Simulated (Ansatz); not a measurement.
## Electronic structure of C2H6FGa···HCl in real space

Input file:

```
crystal:
  periodic: [false, false, false]
  atoms:
    - { symbol: Ga, position_ang: [0.258159, 0.340558, -0.048424] }
    - { symbol: F, position_ang: [1.664627, -0.144159, 0.955088] }
    - { symbol: C, position_ang: [0.524987, -0.146659, -1.929964] }
    - { symbol: C, position_ang: [-1.068715, 1.275795, 1.049476] }
    - { symbol: H, position_ang: [0.931847, -2.085781, 1.59855] }
    - { symbol: Cl, position_ang: [-0.111703, -2.86122, 1.404814] }
    - { symbol: H, position_ang: [0.432256, 0.730427, -2.588851] }
    - { symbol: H, position_ang: [1.521772, -0.594658, -2.044792] }
    - { symbol: H, position_ang: [-0.232659, -0.88334, -2.24325] }
    - { symbol: H, position_ang: [-1.257895, 0.671495, 1.949549] }
    - { symbol: H, position_ang: [-0.645661, 2.240507, 1.372796] }
    - { symbol: H, position_ang: [-2.017115, 1.457034, 0.524907] }
basis:
  gaussian: { orbitals: def2-SVP }
hamiltonian:
  xc: b3lyp
  dispersion: d4
relax:
  f_tol: 0.03
  max_steps: 50
output:
  orbitals: {}
```

Command:

```sh
ansatz run input.yaml --threads 4 --pin off --max-ram 5120MiB --backend cpu --events-out ev --progress --plain --runs-dir out
```

The fields are those of the relaxed geometry.

Method: Ansatz 0.2.0, RKS B3LYP-D4/def2-SVP.

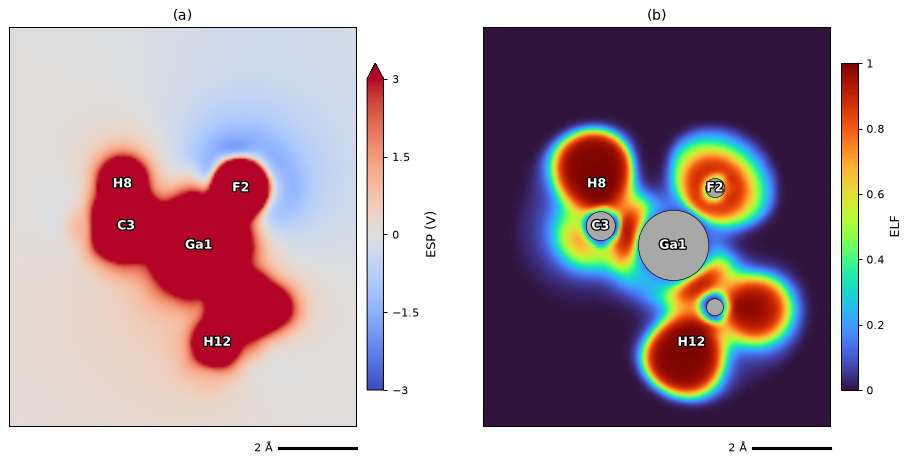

Figure 1. (a) electrostatic potential; (b) ELF on the plane of atoms F2, Ga1 and C3. Grey discs cover the atomic cores in the ELF map.

**What does the map show?**

Atoms in the plane: Ga, F, C and H. Ga–F (1.84 Å): the ELF peaks at about 0.85 in the valence shell of F, 0.6 Å from its nucleus, and is about 0.15 at the midpoint. C–Ga (1.96 Å): the ELF peaks at about 0.95 in the valence shell of C, 0.7 Å from its nucleus, and is about 0.55 at the midpoint. C–H (1.10 Å): the ELF climbs to about 1 towards the hydrogen, as it does in any bond to H; an ordinary covalent bond to hydrogen. The ELF also peaks beside F2, away from the bonds: lone-pair regions. Outside the dense part of the complex the potential is most negative (−1.8 V) near F2.

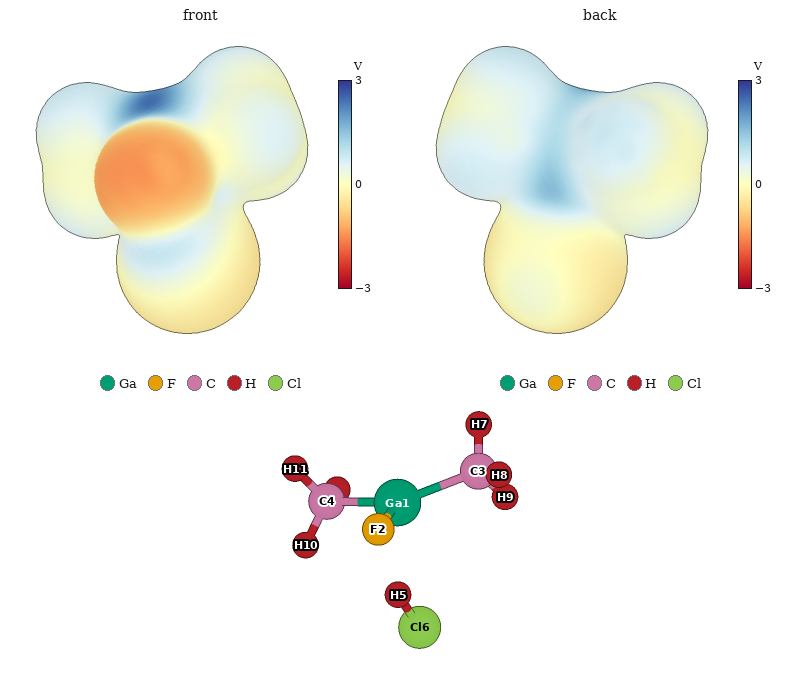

Figure 2. The electrostatic potential painted on the density surface at 0.002 e/bohr³, seen from the front and from behind; the colour scale runs from red (negative) to blue (positive). The bare structure is drawn below in the same view.

**Describe the electrostatic potential map.**

The most negative region (about −1.4 V) lies over F2, the most positive (about +2.3 V) over Ga1.

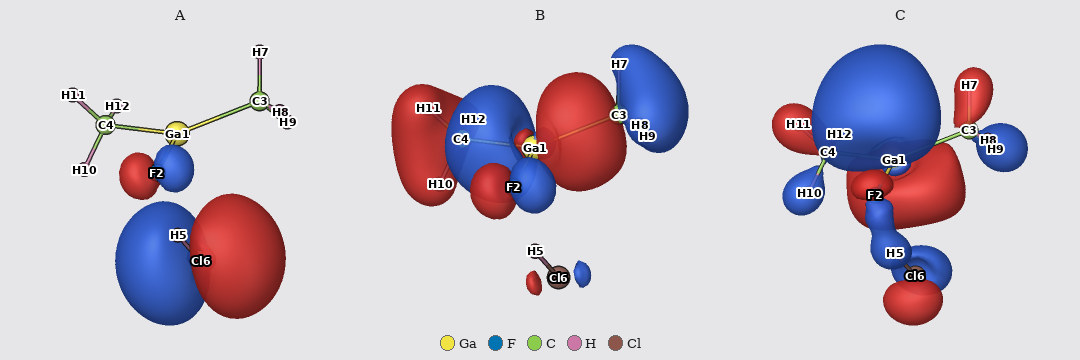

Figure 3. Three frontier orbitals at ±0.08 Å⁻³ᐟ² (blue and red are the two phases), in no order.

**Which picture is the HOMO−1, the HOMO and the LUMO?**

A is the HOMO−1 (−8.85 eV). Its weight (Hirshfeld) is mainly on Cl6 (about 90 %); largely a lone pair of Cl6. B is the HOMO (−7.81 eV). Its weight (Hirshfeld) is mainly on C4 (about 30 %), C3 (about 30 %), Ga1 (about 20 %) and F2 (about 5 %). C is the LUMO (−0.46 eV). It lies mainly on Ga1 (about 65 %), Cl6 (about 10 %), C3 (about 5 %) and C4 (about 5 %).

**What is the HOMO–LUMO gap?**

7.35 eV between the orbital energies.
